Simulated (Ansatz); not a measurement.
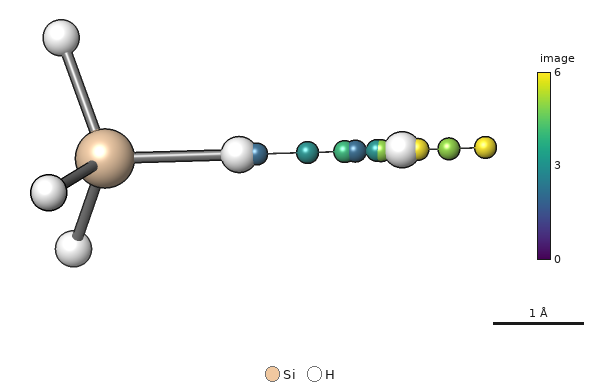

NEB run on SiH$_{5}$ (multiplicity 2). Images are numbered from 0 (start) to 6 (end). The start is drawn whole; smaller spheres mark the moving atoms (H) in the later images, joined by lines and coloured by the number of the image. The picture is a ball-and-stick view, seen from a free direction.

Level of theory: UKS r2SCAN-D4/def2-SVP (Ansatz 0.2.0).

Input file:
```yaml
crystal:
  periodic: [false, false, false]
  atoms:
    - { symbol: Si, position_ang: [0.000292, 0.0, -0.074323] }
    - { symbol: H, position_ang: [0.000142, 0.0, 1.431851] }
    - { symbol: H, position_ang: [1.408658, 0.0, -0.565959] }
    - { symbol: H, position_ang: [-0.703817, 1.219632, -0.566171] }
    - { symbol: H, position_ang: [-0.703817, -1.219632, -0.566171] }
    - { symbol: H, position_ang: [-5.9e-05, 0.0, 3.262174] }
magnetization:
  spin_polarized: true
  initial_magnetization: 1
basis:
  gaussian: { orbitals: def2-SVP }
hamiltonian:
  xc: r2scan
  dispersion: d4
neb:
  order_check: false
  images: 5
  f_tol: 0.03
  max_iterations: 60
  final_atoms:
    - { symbol: Si, position_ang: [0.00051197, 0.0, -0.59765017] }
    - { symbol: H, position_ang: [-0.00016308, 0.0, 2.93301584] }
    - { symbol: H, position_ang: [1.42678825, 0.0, -1.03565627] }
    - { symbol: H, position_ang: [-0.71274075, 1.235251, -1.03529412] }
    - { symbol: H, position_ang: [-0.71274075, -1.235251, -1.03529412] }
    - { symbol: H, position_ang: [-0.00025664, 0.0, 3.69227984] }
  initial_path:
    images:
      - { positions_ang: [[0.000292, 0.0, -0.074323], [0.000142, 0.0, 1.431851], [1.408658, 0.0, -0.565959], [-0.703817, 1.219632, -0.566171], [-0.703817, -1.219632, -0.566171], [-5.9e-05, 0.0, 3.262174]] }
      - { positions_ang: [[0.00019354, 0.0, -0.04954861], [9.729e-05, 0.0, 1.52456739], [1.39803648, 0.0, -0.53937563], [-0.69844686, 1.21022133, -0.53951243], [-0.69844686, -1.21022133, -0.53951243], [-3.46e-05, 0.0, 3.06478272]] }
      - { positions_ang: [[9.509e-05, 0.0, -0.02477422], [5.259e-05, 0.0, 1.61728378], [1.38741495, 0.0, -0.51279226], [-0.69307671, 1.20081067, -0.51285387], [-0.69307671, -1.20081067, -0.51285387], [-1.02e-05, 0.0, 2.86739145]] }
      - { positions_ang: [[-3.37e-06, 0.0, 1.7e-07], [7.88e-06, 0.0, 1.71000017], [1.37679343, 0.0, -0.4862089], [-0.68770657, 1.1914, -0.4861953], [-0.68770657, -1.1914, -0.4861953], [1.42e-05, 0.0, 2.67000017]] }
      - { positions_ang: [[0.00016841, 0.0, -0.19921661], [-4.91e-05, 0.0, 2.11767206], [1.39345837, 0.0, -0.66935802], [-0.6960513, 1.206017, -0.66922824], [-0.6960513, -1.206017, -0.66922824], [-7.608e-05, 0.0, 3.01076006]] }
      - { positions_ang: [[0.00034019, 0.0, -0.39843339], [-0.00010609, 0.0, 2.52534395], [1.41012331, 0.0, -0.85250714], [-0.70439602, 1.220634, -0.85226118], [-0.70439602, -1.220634, -0.85226118], [-0.00016636, 0.0, 3.35151995]] }
      - { positions_ang: [[0.00051197, 0.0, -0.59765017], [-0.00016308, 0.0, 2.93301584], [1.42678825, 0.0, -1.03565627], [-0.71274075, 1.235251, -1.03529412], [-0.71274075, -1.235251, -1.03529412], [-0.00025664, 0.0, 3.69227984]] }
```

Command:
```bash
ansatz run input.yaml --threads 1 --pin off --max-ram 2048MiB --backend cpu --events-out ev --progress --plain --runs-dir out
```

**Describe the path and its energy.**

A hydrogen atom shifts from one atom to another. Breaking: H–Si (1.51 → 3.53 Å). Forming: H–H (1.83 → 0.76 Å). No barrier shows: the energy is highest at the start, and the end lies 0.59 eV below the start. The band converged in 15 iterations. The largest component of the band force went from 2.5 to 0.028 eV/Å.
